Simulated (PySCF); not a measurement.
```xyz
16

F    -1.7746    1.6582   -0.4153
C    -1.3954    0.7157    0.4703
C    -1.3273   -0.6639   -0.0511
C    -0.1529   -0.8244   -1.0259
C     1.1748   -0.6522   -0.3024
Si    1.3460    0.9863    0.6594
H    -1.7432    0.9522    1.4642
H    -1.2117   -1.3526    0.7861
H    -2.2567   -0.9083   -0.5842
H    -0.2063   -1.8092   -1.4980
H    -0.2458   -0.0721   -1.8118
H     1.9794   -0.7248   -1.0352
H     1.3168   -1.4860    0.3882
H     2.8008    1.1623    0.8311
H     0.8051    0.8847    2.0183
H     0.8834    2.1430   -0.1026
```

Geometry: GFN2-xTB.

The calculation used UKS B3LYP, pcH-1 on C F H Si, non-relativistic, mean-field spin-orbit, GIAO (PySCF).

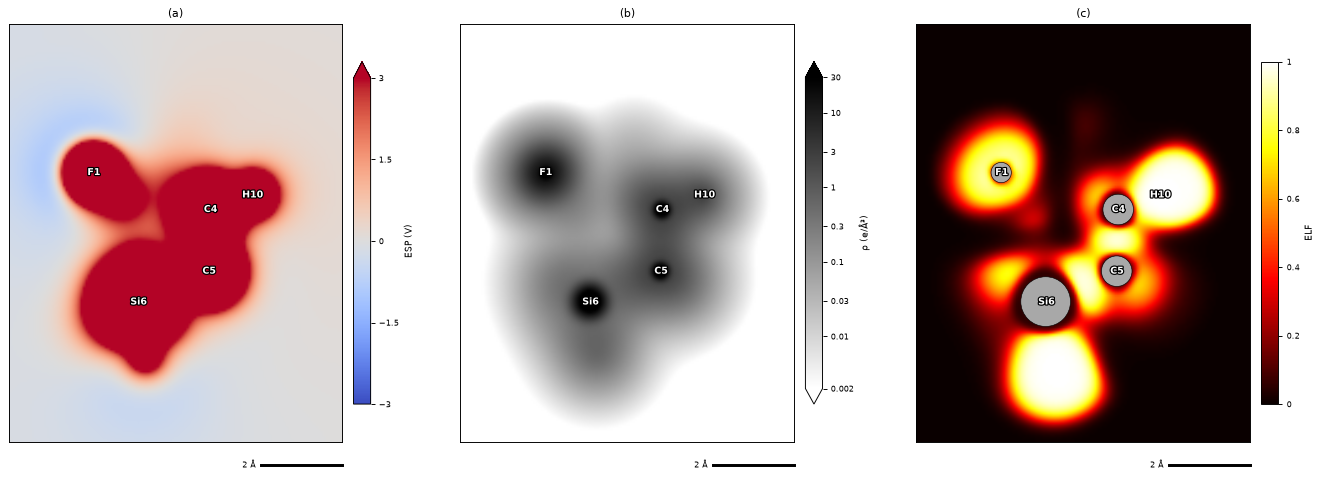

C$_{4}$H$_{10}$FSi (SMILES F[CH]CCC[SiH3]) (doublet). (a) electrostatic potential; (b) electron density; (c) ELF on the plane of atoms C4, C5 and Si6. Grey discs cover the atomic cores in the ELF map.

Read the bonding off the picture.

Answer.
- The section cuts through F, C, Si and H sites.
- C–Si (1.91 Å): ρ at the midpoint is about 0.92 e/Å³; the ELF peaks at about 0.95 between the atoms (a shared electron pair).
- C–H (1.09 Å): ρ is about 2 e/Å³ halfway; the ELF climbs to about 1 towards the hydrogen, as it does in any bond to H (a covalent bond by its length).
- C–C (1.52 Å): ρ at the midpoint is about 1.6 e/Å³; the ELF peaks at about 0.95 between the atoms; a covalent bond.
- The ELF also peaks beside F1, away from the bonds: non-bonding electrons, paired or unpaired.
- Outside the dense part of the molecule the potential is most negative (−0.9 V) near F1.
